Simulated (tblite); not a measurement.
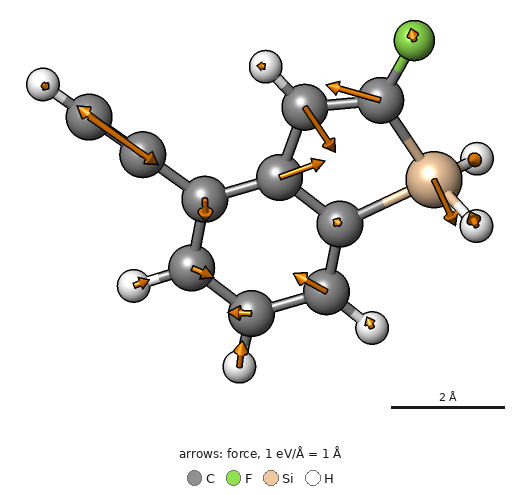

Starting geometry of C$_{10}$H$_{7}$FSi with the computed forces as orange arrows. A ball-and-stick model, seen at a tilt.

Level of theory: tblite, GFN2-xTB geometry optimisation, gas phase. 

What follows when this structure is relaxed?

It isn't relaxed: the largest force vector, on C atoms, is 1.57 eV/Å. The final displacements have little in common with the starting forces (cosine between the two patterns 0.29). Over 41 geometry steps the energy falls by 0.124 eV. The largest move after the best rigid fit is that of an H atom, 0.11 Å. Largest moves by element: H 0.11 Å, F 0.11 Å, C 0.09 Å, Si 0.02 Å. Near-neighbour distances that change, for instance: C–Si 1.859 → 1.897 Å, C–C 1.486 → 1.453 Å, H–Si 1.484 → 1.462 Å, C–H 1.098 → 1.080 Å. Bond angles that change, for instance: C–Si–H 111.3° → 114.1°, C–C–Si 128.4° → 130.7°, C–Si–H 111.8° → 114.1°. The run took 0.34 s on 1 thread of Arm Neoverse V2, with other jobs on the host.
